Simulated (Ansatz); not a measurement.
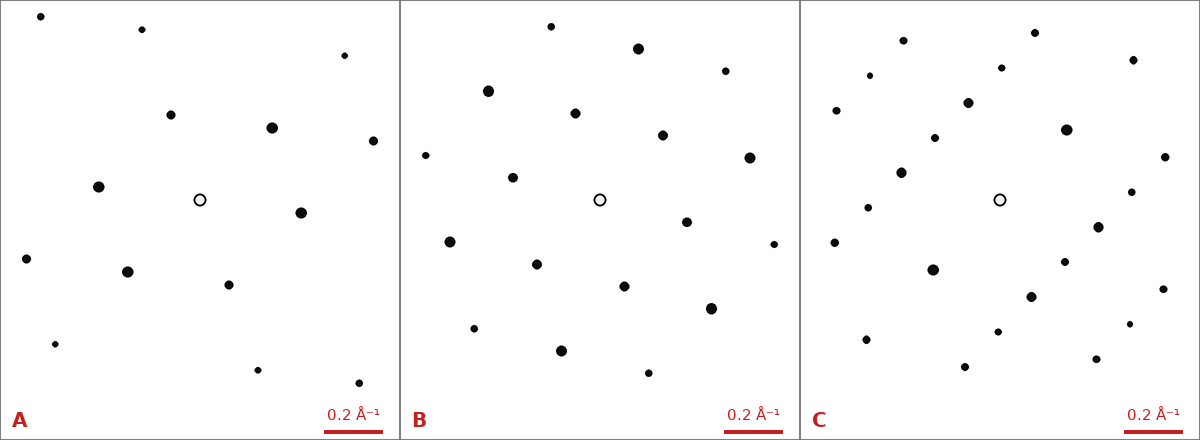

Kinematic zone-axis patterns, calculated for 300 keV electrons with B = 0.5 Å².

All three come from Ho, space group P6_3/mmc (No. 194), a = 3.669 Å, c = 5.912 Å (hexagonal axes). Structure: the input geometry of an electronic-structure calculation (not necessarily at equilibrium).

| atom | site | symmetry | x | y | z |
| --- | --- | --- | --- | --- | --- |
| Ho | 2d | -6m2 | 0.3333 | 0.6667 | 0.7500 |

> Assign the zone axes [001], [100], [101] to A, B and C.

A is [101]: centred rectangular net of 0 1 0 at d = 3.18 Å and 1 0 -1 at d = 2.80 Å, at 63.9°. B is [001]: hexagonal net of 1 -1 0 at d = 3.18 Å and 1 0 0 at d = 3.18 Å, at 60.0°. C is [100]: rectangular net of 0 0 1 (itself extinct) at d = 5.91 Å and 0 1 0 at d = 3.18 Å, at 90.0°.
